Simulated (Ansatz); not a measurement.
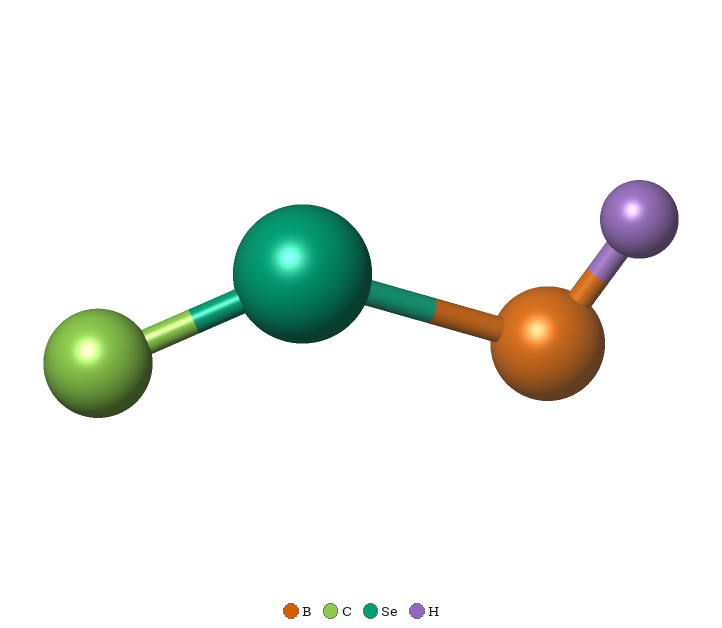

Ball-and-stick drawing of a structure. Every bond is drawn as one stick, whatever its order.

The computed structure is the end point of a PBE0-D4/def2-TZVP optimisation. No frequency run is at hand to confirm it as a minimum.

Count the atoms of each element.

Answer. CHBSe, 4 atoms: 1 carbon, 1 hydrogen, 1 boron and 1 selenium.

Which point group does it belong to?

Answer. Cs.

Count the bonded pairs by element.

Answer. 1 C–Se, 1 B–Se, 1 B–H. Sticks follow a distance rule.

More results for the same structure follow; atom numbers are the same in all pictures, views and colours differ.

Shape

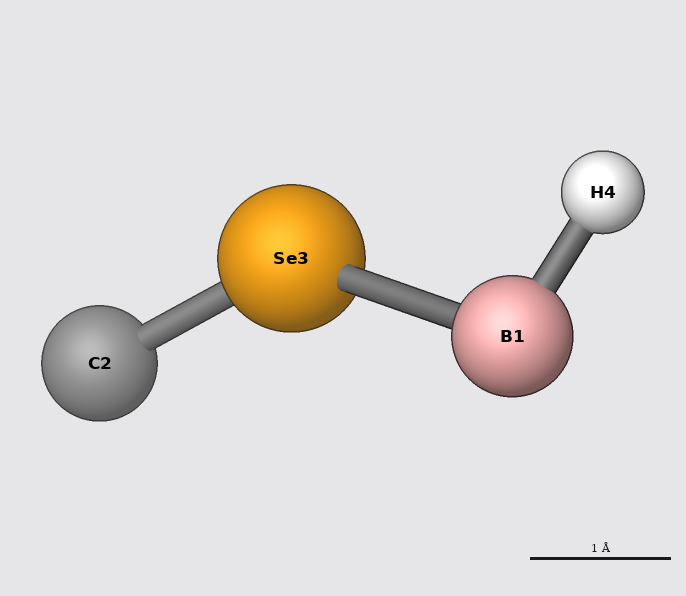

No frequency run is at hand to confirm it as a minimum.

Which atoms are bonded, and how long are the bonds?

```csv
bond,length (Å)
B1–Se3,2.114
B1–H4,1.220
C2–Se3,1.708
```

Dipole moment

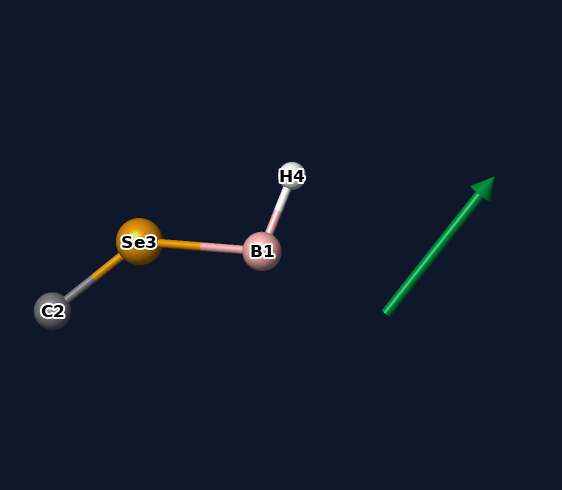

The arrow beside the molecule shows the direction of the dipole moment, from the negative to the positive end (its length means nothing). No frequency run is at hand to confirm it as a minimum. Level of theory: RKS PBE0-D4/def2-TZVP (Ansatz 0.2.0).

How large is the dipole moment?

Answer. 2.41 D; it points from the side of C2 to the side of H4 (the outermost atoms at the two ends).

Electronic properties

No frequency run is at hand to confirm it as a minimum. Properties computed with RKS PBE0-D4/def2-TZVPP (Ansatz 0.2.0).

What is the LUMO energy (Kohn–Sham orbital)?

Answer. −3.73 eV.

Estimate the HOMO energy (Kohn–Sham orbital).

Answer. −6.41 eV.

Charges

The questions are on Mulliken charges. No frequency run is at hand to confirm it as a minimum. Method: RKS PBE0-D4/def2-TZVP (Ansatz 0.2.0).

List the Mulliken charges.

```json
{"atom": "B1", "value (e)": "−0.17"}
{"atom": "C2", "value (e)": "−0.17"}
{"atom": "Se3", "value (e)": "0.27"}
{"atom": "H4", "value (e)": "0.07"}
```

Mulliken values depend strongly on the basis set and can even reverse the polarity of a bond.
